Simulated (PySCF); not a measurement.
Input file:

```
{"job": {"kind": "nmr", "xc": "PBE0", "basis": "pcSseg-1"}, "charge": 0, "multiplicity": 1}
C     -0.485782     1.076441    -2.266458
B     -0.293753     0.322341    -0.874291
C      1.121848     0.072276    -0.371451
C      2.264514    -0.106208    -0.004602
Si     3.993543    -0.383801     0.569259
N     -1.369803    -0.106701    -0.107424
C     -2.757513     0.068728    -0.462545
C     -1.226570    -0.791655     1.156886
H     -1.037804     2.007820    -2.144105
H      0.467781     1.326527    -2.725366
H     -1.038400     0.469058    -2.982291
H      4.531214     0.884306     1.073799
H      4.799425    -0.870168    -0.555361
H      3.982059    -1.380613     1.647596
H     -3.278819     0.645450     0.309028
H     -2.844511     0.593115    -1.408646
H     -3.255237    -0.903002    -0.550363
H     -0.172173    -0.912604     1.392572
H     -1.707469    -0.221348     1.958712
H     -1.697700    -1.779284     1.112925
```

Launched as:

```sh
OMP_NUM_THREADS=1 python probes_run.py task.json out
```

Geometry: GFN2-xTB.

Level of theory: PBE0/pcSseg-1, SCF density, gas phase, non-relativistic (PySCF 2.14.0).

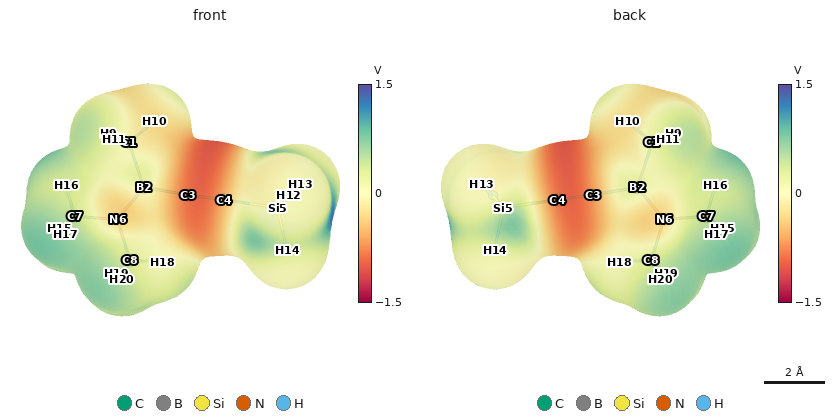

C5H12BNSi. The molecular electrostatic potential painted on the density surface at 0.002 e/bohr³, seen from the front and from behind; the colour scale runs from red (negative) to blue (positive).

Describe the electrostatic potential map.

The most negative region (about −1.0 V, or −23 kcal/mol for a unit charge) lies over C3 and C4, the most positive (about +1.1 V, or +25 kcal/mol for a unit charge) over Si5.

What dipole moment does the calculation give?

Its dipole moment is 2.06 D.
